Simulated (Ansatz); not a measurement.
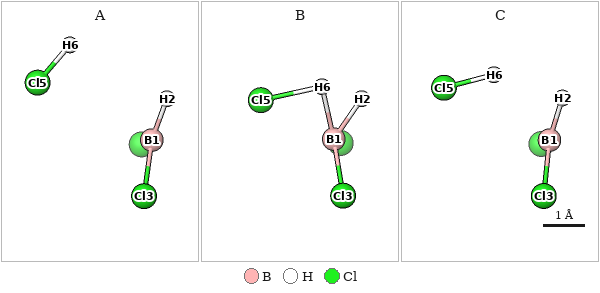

3 geometries from a converged minimum-energy path of BH2Cl3, made up at the start of BHCl2 and HCl, shuffled. The picture is a ball-and-stick view, seen from a free direction.

Method: RKS B3LYP-D4/def2-SVP (Ansatz 0.2.0). Settings: 7 movable images; climbing image; force threshold 0.05 eV/Å; iteration limit 60; starting path through a guess of the saddle point.

### Which frame is the transition state?

B. In order along the path, whose images run from 0 to 8: A (image 0, 0.0 kcal/mol), C (image 2, +1.9 kcal/mol), B (image 4, +23.0 kcal/mol). Breaking: B–H (1.20 → 3.25 Å), Cl–H (1.29 → 3.26 Å). Forming: B–Cl (3.28 → 1.75 Å), H–H (2.84 → 0.76 Å).

Limits of the set-up: the start holds two separate molecules, 2.8 Å apart at their closest, whose relative position is a soft coordinate.

The run took 6.8 min on 1 thread of Arm Neoverse V2, on a shared host, peak memory 0.15 GiB.
